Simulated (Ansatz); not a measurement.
A series of calculations on C₂H₆OSi

Part 1: Relaxation

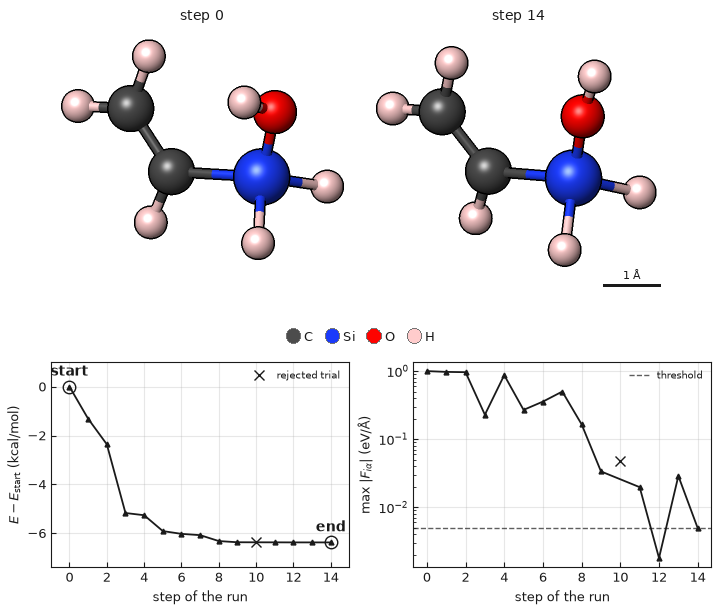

First and last geometry of a constrained relaxation of C2H6OSi, with the history of the run. A ball-and-stick model, seen at a tilt.

All numbers below come from Ansatz 0.2.0, RKS PBE0-D4/def2-TZVP.

The input:
```yaml
crystal:
  periodic: [false, false, false]
  atoms:
    - {symbol: C, position_ang: [0.469443, 1.339171, -0.818765]}
    - {symbol: C, position_ang: [0.221410, 0.866240, 0.399709]}
    - {symbol: Si, position_ang: [-0.462414, -0.834230, 0.700699]}
    - {symbol: O, position_ang: [-0.529801, -1.547780, -0.445691]}
    - {symbol: H, position_ang: [0.269275, 0.747235, -1.707792]}
    - {symbol: H, position_ang: [0.873451, 2.333713, -0.985839]}
    - {symbol: H, position_ang: [0.435146, 1.506675, 1.255328]}
    - {symbol: H, position_ang: [0.393286, -1.520922, 1.710783]}
    - {symbol: H, position_ang: [-1.852468, -0.765663, 1.214577]}
    - {symbol: H, position_ang: [0.295495, -1.862176, -0.816179]}
basis:
  gaussian: {orbitals: def2-TZVP}
hamiltonian: {xc: pbe0, dispersion: d4}
relax: {f_tol: 0.005, max_steps: 200, constraints: [{distance: [2, 3]}]}
```

**Did the run converge, and what did it change?**

It converged. The largest move after the best rigid fit is that of H10, 0.76 Å. By element the largest moves are H 0.76 Å, O 0.24 Å, Si 0.10 Å, C 0.10 Å. Some distances before and after: Si3–H10 1.983 → 2.288 Å, Si3–H9 1.484 → 1.502 Å, O4–H10 0.958 → 0.941 Å, Si3–H8 1.491 → 1.502 Å. Among the angles between lasting bonds that change: Si3–O4–H10 117.3° → 172.5°, O4–Si3–H9 105.7° → 113.1°, C2–Si3–H9 111.0° → 106.3°. The energy falls by 6.38 kcal/mol in 13 accepted moves (14 points after the start). Largest force component: 1 eV/Å at the start, 0.005 eV/Å at the end. The line search rejected the trial step at point 10 of the run. The forces were under the threshold at step 12, but the run went on from there.

```
step  E − E(0), kcal/mol  largest force component, eV/Å      note
   0                0.00                         1.0020          
   1               -1.31                         0.9754          
   2               -2.36                         0.9657          
   3               -5.17                         0.2294          
   4               -5.26                         0.8733          
   5               -5.91                         0.2700          
   6               -6.03                         0.3573          
   7               -6.08                         0.5016          
   8               -6.32                         0.1657          
   9               -6.37                         0.0337          
  10               -6.37                         0.0472  rejected
  11               -6.37                         0.0198          
  12               -6.38                         0.0018          
  13               -6.38                         0.0289          
  14               -6.38                         0.0050
```

Part 2: Relaxation

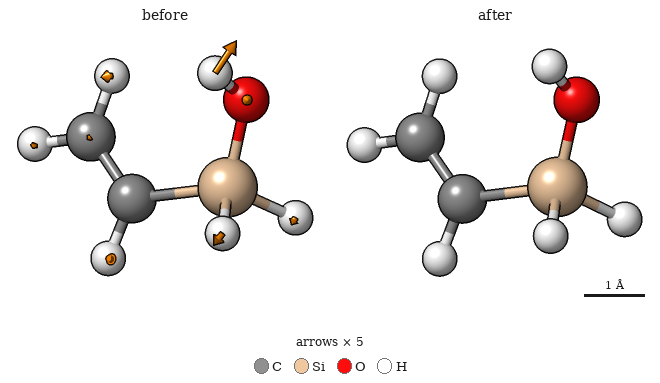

The structure of C$_{2}$H$_{6}$OSi before (left) and after (right) a constrained relaxation, at one scale. The orange arrows give the displacements, magnified 5 times.

Style: ball-and-stick. Shown at a tilt.

Computed with RKS PBE0-D4/def2-TZVP in Ansatz 0.2.0.

Input
```yaml
crystal:
  periodic: [false, false, false]
  atoms:
    - {symbol: C, position_ang: [0.469443, 1.339171, -0.818765]}
    - {symbol: C, position_ang: [0.221410, 0.866240, 0.399709]}
    - {symbol: Si, position_ang: [-0.462414, -0.834230, 0.700699]}
    - {symbol: O, position_ang: [-0.538374, -1.638557, -0.591533]}
    - {symbol: H, position_ang: [0.269275, 0.747235, -1.707792]}
    - {symbol: H, position_ang: [0.873451, 2.333713, -0.985839]}
    - {symbol: H, position_ang: [0.435146, 1.506675, 1.255328]}
    - {symbol: H, position_ang: [0.393286, -1.520922, 1.710783]}
    - {symbol: H, position_ang: [-1.852468, -0.765663, 1.214577]}
    - {symbol: H, position_ang: [0.286922, -1.952953, -0.962022]}
basis:
  gaussian: {orbitals: def2-TZVP}
hamiltonian: {xc: pbe0, dispersion: d4}
relax: {f_tol: 0.005, max_steps: 200, constraints: [{distance: [2, 3]}]}
```

Describe what moved and what it gained.

Answer. H10 moves most after the best rigid fit: 0.14 Å. By element the largest moves are H 0.14 Å, O 0.04 Å, C 0.02 Å, Si 0.01 Å. Among the contacts that change: C2–Si3 1.857 → 1.862 Å, Si3–H8 1.491 → 1.496 Å. Among the angles between lasting bonds that change: Si3–O4–H10 117.3° → 126.0°. Over 10 accepted moves (11 points after the start) the energy falls by 0.027 eV. Largest force component: 0.34 eV/Å at the start, 0.0031 eV/Å at the end. The line search rejected the trial step at point 6 of the run. The run took roughly 110 core-seconds on a shared host.

Part 3: Scan

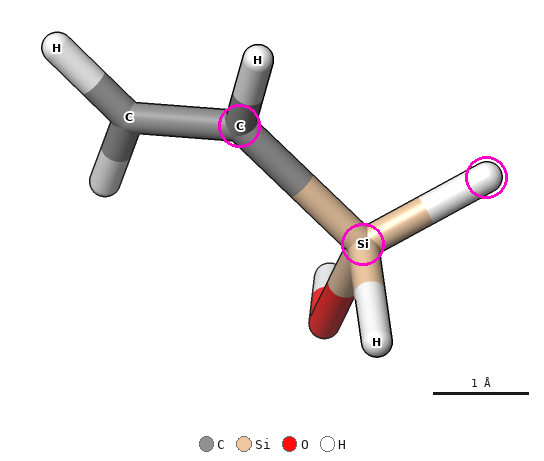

C2H6OSi: the H8–Si3–C2 angle is varied, with the rest of the molecule carried along rigidly. The picture shows the minimum geometry. The ringed atoms are those of the scanned coordinate. A stick model, seen onto the plane of the angle.

Levels of theory: CCSD(T), PBE0-D4, r2SCAN-D4, B3LYP-D4 (def2-TZVPP, Ansatz), on geometries moved rigidly from the minimum at PBE0-D4/def2-TZVP. Coupled cluster with a frozen core. Energies are counted from the PBE0-D4/def2-TZVP minimum geometry at the same level.

```xyz
10

C     0.4694    1.3392   -0.8188
C     0.2214    0.8662    0.3997
Si   -0.4624   -0.8342    0.7007
O    -0.5446   -1.7046   -0.6977
H     0.2693    0.7472   -1.7078
H     0.8735    2.3337   -0.9858
H     0.4351    1.5067    1.2553
H     0.3933   -1.5209    1.7108
H    -1.8525   -0.7657    1.2146
H     0.2807   -2.0190   -1.0681
```

Question: Predict the energy profile (the angle: 90.7, 95.2, 99.7, 104.2, 108.7, 113.2, 117.7, 122.2, 126.7°).

Answer: Energies in kJ/mol.

```csv
angle (°),CCSD(T),PBE0-D4,r2SCAN-D4,B3LYP-D4
90.7,26.2,25.1,25.1,25.7
95.2,14.6,13.9,14.0,14.3
99.7,6.4,6.1,6.1,6.3
104.2,1.6,1.5,1.5,1.6
108.7,0.0,0.0,0.0,0.0
113.2,1.6,1.5,1.5,1.5
117.7,6.2,5.9,6.0,6.0
122.2,13.8,13.3,13.3,13.4
126.7,24.3,23.5,23.5,23.7
```

With CCSD(T): the lowest computed point lies at the angle 108.7° (0.0 kJ/mol). The curvature at the lowest point is about 5.3 eV/rad². At 90.7° the levels give PBE0-D4 25.1 kJ/mol, r2SCAN-D4 25.1 kJ/mol, B3LYP-D4 25.7 kJ/mol, CCSD(T) 26.2 kJ/mol. Closest to CCSD(T) there is B3LYP-D4.

As a plot:

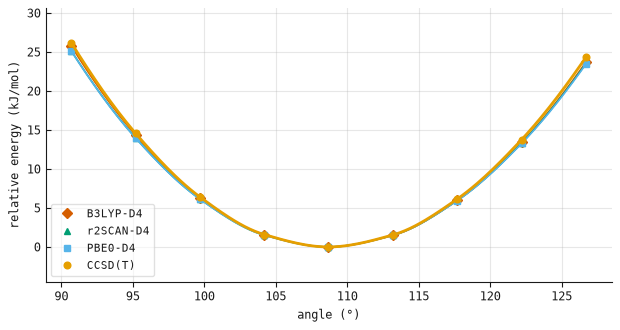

Part 4: Scan

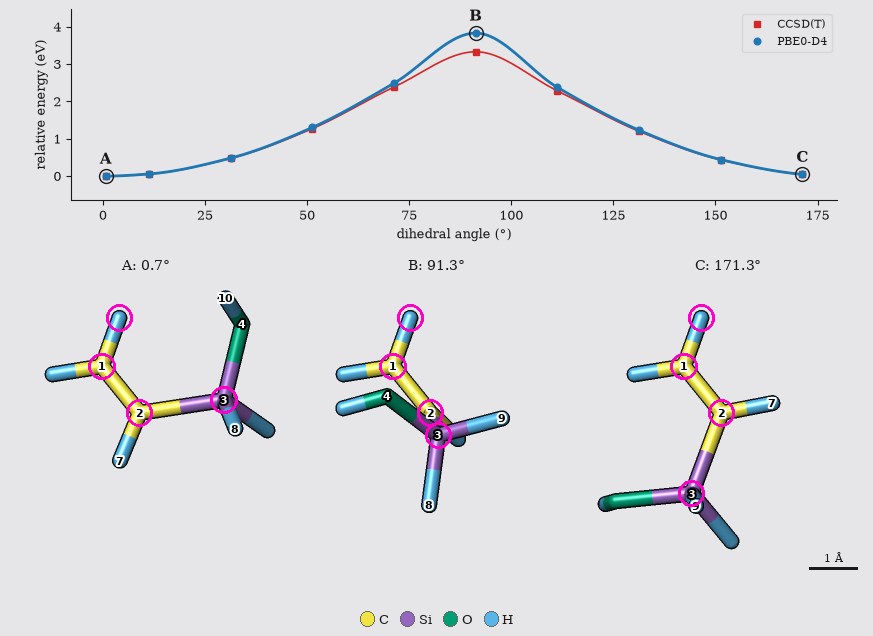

A scan of C2H6OSi: one H–C–C–Si dihedral angle is varied, with the rest of the molecule carried along rigidly. The lettered frames are marked on the plot, at the values of PBE0-D4. Style: stick. Shown at a tilt. The ringed atoms are those of the scanned coordinate.

Single-point energies from Ansatz with PBE0-D4, CCSD(T) in the def2-TZVPP basis, on geometries moved rigidly from the minimum at PBE0-D4/def2-TZVP. Coupled cluster with a frozen core. Energies are counted from the PBE0-D4/def2-TZVP minimum geometry at the same level.

Question: What does the scan show?

Answer: With PBE0-D4: the lowest computed point lies at the dihedral 0.7° (0.000 eV). A local maximum lies at 91.3° (3.832 eV). The highest point, at 91.3°, lies 3.832 eV above the lowest and gives an upper estimate of the barrier to rotation, since the rotor is rigid. At 91.3° the levels give CCSD(T) 3.331 eV, PBE0-D4 3.832 eV. At 31.3° to 151.3° the mean-field solution behind CCSD(T) isn't stable (a lower one of broken symmetry exists), so those energies are less reliable. The T1 diagnostic reaches 0.075, so the single-reference result is less sure there.
